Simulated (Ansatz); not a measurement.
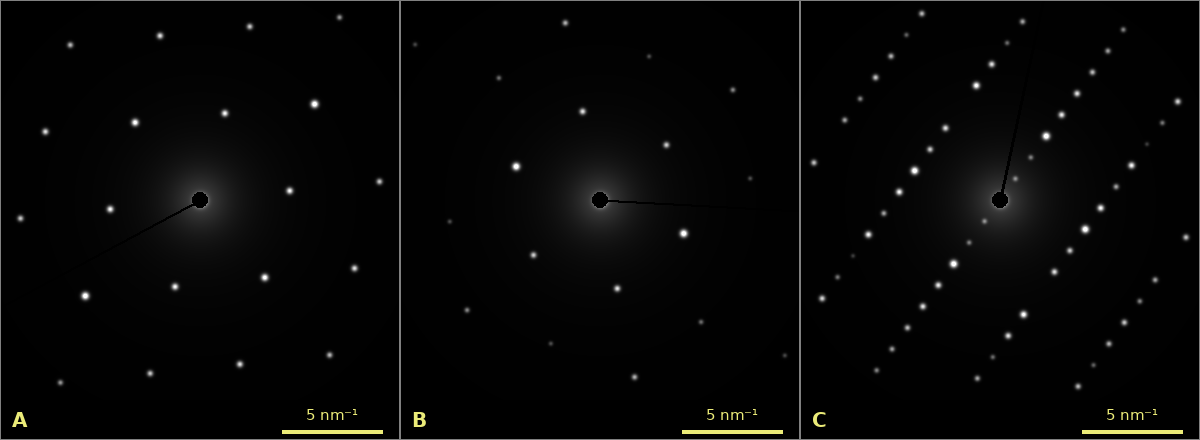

Computed electron diffraction patterns, 300 kV, single scattering only, B = 0.5 Å².

All three come from Zn₂C₃, space group P-3m1 (No. 164), a = 2.68 Å, c = 7.61 Å (hexagonal axes). Structure: the geometry relaxed with DFT PBE, scalar-relativistic, plane waves, PAW (Ansatz 0.2.0); the starting structure was generated, so it need not be a known form of this composition.

Question: Assign the zone axes [100], [101], [211] to A, B and C.

Answer: A is [211]: centred rectangular net of 0 1 -1 at d = 2.22 Å and -1 1 1 at d = 2.22 Å, at 68.1°. B is [101]: centred rectangular net of 0 1 0 at d = 2.32 Å and 1 0 -1 at d = 2.22 Å, at 61.4°. C is [100]: rectangular net of 0 0 1 at d = 7.61 Å and 0 1 0 at d = 2.32 Å, at 90.0°.
